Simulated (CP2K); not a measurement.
**CH5AlBFO (SMILES [CH3][Al]([F])[BH]O), run twice**

Wanted: the energy of CH5AlBFO, GFN0-xTB.

The calculation is run with CP2K 2026.2.

3 further runs of the same task are left out: 3 set aside as unsound or not needed.

## Step 1: Starting point

CH5AlBFO has 10 atoms, charge 0, and is taken as a singlet. SMILES: `[CH3][Al]([F])[BH]O`. The shape comes from GFN2-xTB, which is rough for such elements, and wasn't checked as a minimum. This is one conformer, not always the lowest.

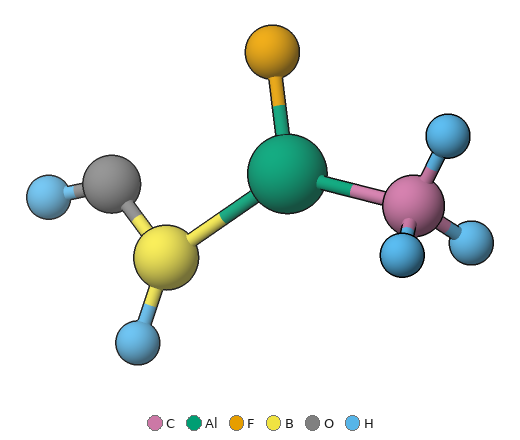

Viewed from a chosen angle; carbon pink, aluminium teal, fluorine amber, boron yellow, oxygen grey, hydrogen blue.

## Step 2: Try one

File gas.inp:

```
&GLOBAL
  PROJECT_NAME gas
  RUN_TYPE ENERGY
  PRINT_LEVEL MEDIUM
&END GLOBAL

&FORCE_EVAL
  METHOD QS
  &DFT
    CHARGE -4
    &QS
      METHOD XTB
      EPS_DEFAULT 1.0E-10
      &XTB
        GFN_TYPE 0
        CHECK_ATOMIC_CHARGES F
      &END XTB
    &END QS
    &POISSON
      PERIODIC NONE
      POISSON_SOLVER ANALYTIC
    &END POISSON
    &SCF
      SCF_GUESS ATOMIC
      EPS_SCF 1.0E-07
      MAX_SCF 89
      ADDED_MOS 8
      &DIAGONALIZATION
        ALGORITHM STANDARD
      &END DIAGONALIZATION
      &MIXING
        METHOD DIRECT_P_MIXING
        ALPHA 0.4
      &END MIXING
    &END SCF
    &PRINT
      &MOMENTS
        PERIODIC F
        REFERENCE COM
        MAX_MOMENT 1
      &END MOMENTS
      &MO ON
        ENERGIES T
        OCCUPATION_NUMBERS T
        NDIGITS 6
        &EACH
          QS_SCF 0
        &END EACH
        ADD_LAST NUMERIC
      &END MO
      &HIRSHFELD OFF
      &END HIRSHFELD
    &END PRINT
  &END DFT
  &SUBSYS
    &CELL
      ABC 19.6 21.5 19.6
      PERIODIC NONE
    &END CELL
    &COORD
      UNIT bohr
      C      1.1602729    -3.3652243     1.7276065
      Al     0.6666576    -0.2863502    -0.3946504
      F      2.7594348     0.0545753    -2.7125885
      B     -1.9025385     2.6945605    -0.4341268
      O     -1.0272740     4.0098288    -2.3928468
      H      3.0121479    -4.2028454     1.3348080
      H      1.0813391    -3.0172501     3.7634274
      H     -0.2346284    -4.8465995     1.3540833
      H     -3.7070946     3.4063069     0.7018254
      H     -1.8083356     5.5530169    -2.9475570
    &END COORD
    &TOPOLOGY
      &CENTER_COORDINATES
      &END CENTER_COORDINATES
    &END TOPOLOGY
  &END SUBSYS
&END FORCE_EVAL
```

Command:

```bash
$ OMP_NUM_THREADS=1 cp2k.psmp -i gas.inp > gas.out 2>&1
```

The log of the run:

```text
CP2K| version string:                                       CP2K version 2026.2
[...]
 GLOBAL| Method name                                                        CP2K
[...]
 GLOBAL| Run type                                                         ENERGY
[...]
                             - Atoms:                                         10
[...]
                             - Spherical basis functions:                     35
[...]
 Number of electrons:                                                         32
[...]
 TB_DIPOLE| Moment [Debye]          6.13020202      -2.10634636      -4.06204585
 TB_DIPOLE| Derivative [a.u.]       0.00000000       0.00000000       0.00000000
[...]
 ENERGY| Total FORCE_EVAL ( QS ) energy [hartree]            -18.484664320006981
[...]
```

Wall time 1 s (1 thread of Intel Xeon Platinum 8488C (Sapphire Rapids), shared host); peak memory 0.19 GiB.

## Step 3: Reading the log

It ran to the end. The result can't be trusted all the same.

What is wrong: the charge typed isn't that of the species meant. To mend it: charge 0 in place of -4.

## Step 4: The mended input

File mol.inp:

```
&FORCE_EVAL
   METHOD QUICKSTEP
   &DFT
      CHARGE 0
      MULTIPLICITY 1
      &QS
         METHOD XTB
         EPS_DEFAULT 1.0E-10
         &XTB
            GFN_TYPE 0
            CHECK_ATOMIC_CHARGES F
         &END XTB
      &END QS
      &POISSON
         PERIODIC NONE
         POISSON_SOLVER ANALYTIC
      &END POISSON
      &SCF
         SCF_GUESS ATOMIC
         EPS_SCF 1.0E-07
         MAX_SCF 150
         ADDED_MOS 8
         &DIAGONALIZATION
            ALGORITHM STANDARD
         &END DIAGONALIZATION
         &MIXING
            METHOD DIRECT_P_MIXING
            ALPHA 0.4
         &END MIXING
      &END SCF
      ! extra output
      &PRINT
         &MOMENTS
            PERIODIC F
            REFERENCE COM
            MAX_MOMENT 1
         &END MOMENTS
         &MO ON
            ENERGIES T
            OCCUPATION_NUMBERS T
            NDIGITS 6
            &EACH
               QS_SCF 0
            &END EACH
            ADD_LAST NUMERIC
         &END MO
         &HIRSHFELD OFF
         &END HIRSHFELD
      &END PRINT
   &END DFT
   &SUBSYS
      &CELL
         ABC [angstrom] 19.6 21.5 19.6
         PERIODIC NONE
      &END CELL
      &COORD
         UNIT bohr
         C      1.1602729    -3.3652243     1.7276065
         Al     0.6666576    -0.2863502    -0.3946504
         F      2.7594348     0.0545753    -2.7125885
         B     -1.9025385     2.6945605    -0.4341268
         O     -1.0272740     4.0098288    -2.3928468
         H      3.0121479    -4.2028454     1.3348080
         H      1.0813391    -3.0172501     3.7634274
         H     -0.2346284    -4.8465995     1.3540833
         H     -3.7070946     3.4063069     0.7018254
         H     -1.8083356     5.5530169    -2.9475570
      &END COORD
      &TOPOLOGY
         &CENTER_COORDINATES
         &END CENTER_COORDINATES
      &END TOPOLOGY
   &END SUBSYS
&END FORCE_EVAL

&GLOBAL
   PROJECT_NAME mol
   RUN_TYPE ENERGY
   PRINT_LEVEL MEDIUM
&END GLOBAL
```

Command:

```bash
$ OMP_NUM_THREADS=1 cp2k.psmp -i mol.inp > mol.out 2>&1
```

The log of the run:

```text
CP2K| version string:                                       CP2K version 2026.2
[...]
 GLOBAL| Method name                                                        CP2K
[...]
 GLOBAL| Run type                                                         ENERGY
[...]
                             - Atoms:                                         10
[...]
                             - Spherical basis functions:                     35
[...]
 Number of electrons:                                                         28
[...]
 TB_DIPOLE| Moment [Debye]         -3.14631403       3.16701435       0.35999509
 TB_DIPOLE| Derivative [a.u.]       0.00000000       0.00000000       0.00000000
[...]
 ENERGY| Total FORCE_EVAL ( QS ) energy [hartree]            -14.643786168251593
[...]
```

Run time: 0.91 s. Hardware: 1 thread of Intel Xeon Platinum 8488C (Sapphire Rapids), shared host; peak memory 0.19 GiB.

## Step 5: Summary of results

Level: GFN0-xTB.

| quantity | value |
| --- | --- |
| total energy | -14.64379 Eh |
| dipole moment (from atomic charges alone) | 4.48 D |
| HOMO energy | -10.08 eV |
| LUMO energy | -7.11 eV |
| HOMO–LUMO gap | 2.97 eV |
| dispersion energy | -4.71 kJ/mol |

In words: The dipole comes from point charges on the atoms alone, without atomic dipoles, so it is partial.
